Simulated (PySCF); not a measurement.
SMILES C(CC)CCC([CH2])=O (C7H13O), doublet at its GFN2-xTB optimised geometry (Å):

```
21

C      0.1871    -4.5943    -2.5128
C     -0.2669    -3.2520    -2.4142
O     -1.0240    -2.7532    -3.2454
C      0.2481    -2.4703    -1.2171
C     -0.2550    -1.0320    -1.2083
C      0.2528    -0.2518     0.0000
C     -0.2484     1.1903     0.0000
C      0.2591     1.9673     1.2086
H      0.8544    -5.0171    -1.7834
H     -0.1252    -5.2019    -3.3443
H      1.3412    -2.4913    -1.2346
H     -0.0712    -2.9904    -0.3093
H      0.0658    -0.5402    -2.1290
H     -1.3469    -1.0402    -1.2136
H     -0.0771    -0.7466     0.9173
H      1.3460    -0.2518     0.0000
H      0.0821     1.6858    -0.9155
H     -1.3405     1.1915    -0.0003
H      1.3469     1.9942     1.2164
H     -0.0773     1.5002     2.1318
H     -0.1088     2.9904     1.1884
```

Calculation: unrestricted B3LYP/def2-SVP in PySCF.

Map of the deformation density (molecule minus spherical neutral atoms) (e/bohr³) on the plane z = 0.6 Å:

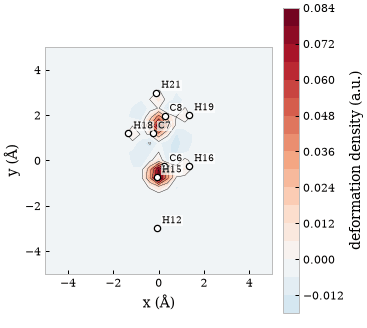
*Deformation density (molecule minus spherical neutral atoms) (e/bohr³) on the plane z = 0.6 Å.*
